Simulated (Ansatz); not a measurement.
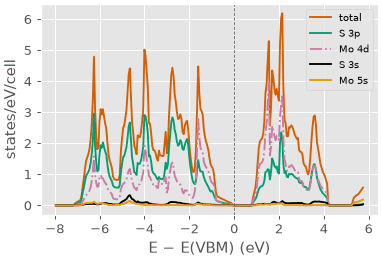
*Total and projected density of states of MoS2 in space group R3m (No. 160; Mo on 3a, S on 3a, S on 3a), DFT-PBE+D3(BJ) in the program Ansatz with PAW potentials*

Q: Which orbitals carry the states next to the gap?

A: Top 1 eV of the valence band: Mo 4d 56 %, S 3p 38 %. Bottom 1 eV of the conduction band: Mo 4d 65 %, S 3p 30 %. Projections are on Löwdin-orthogonalised atomic valence shells; empty p or d shells of many metals are not among them.

Q: Where is the tallest occupied peak in this window, and what makes it?

A: Near -4.0 eV, about 5.0 states/eV per cell; the largest projected share is S 3p.

The cell was relaxed with PBE+D3(BJ) under the symmetry of its start. The run is not spin-polarised. Scalar-relativistic: spin–orbit coupling is off unless named, which matters more the heavier the elements.

Potentials: the earlier of the program's two PAW sets.
